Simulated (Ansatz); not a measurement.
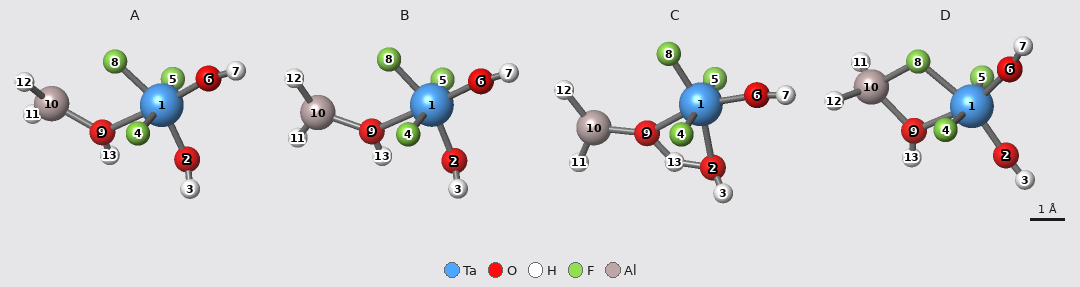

4 geometries from a converged minimum-energy path of TaAlH₅O₃F₃, shuffled. Style: ball-and-stick. Shown from a free direction.

Theory: RHF/def2-SVP (Ansatz). Set-up: 9 movable images; climbing image; force threshold 0.05 eV/Å; iteration limit 57; starting path through a guess of the saddle point.

### Which frame is the transition state?

C. In order along the path, whose images run from 0 to 10: D (image 0, 0.0 kJ/mol), A (image 3, +97.1 kJ/mol), B (image 4, +104.9 kJ/mol), C (image 6, +192.1 kJ/mol). Breaking: F8–Al10 (1.83 → 3.79 at the top → 4.10 Å), O9–H13 (0.95 → 1.21 at the top → 3.17 Å). Forming: O2–H13 (3.05 → 1.20 at the top → 0.95 Å).

Limits of the set-up: Hartree-Fock leaves out electron correlation.

Cost: 11 min on 4 threads of Arm Neoverse V2 (shared host), peak memory 0.5 GiB.
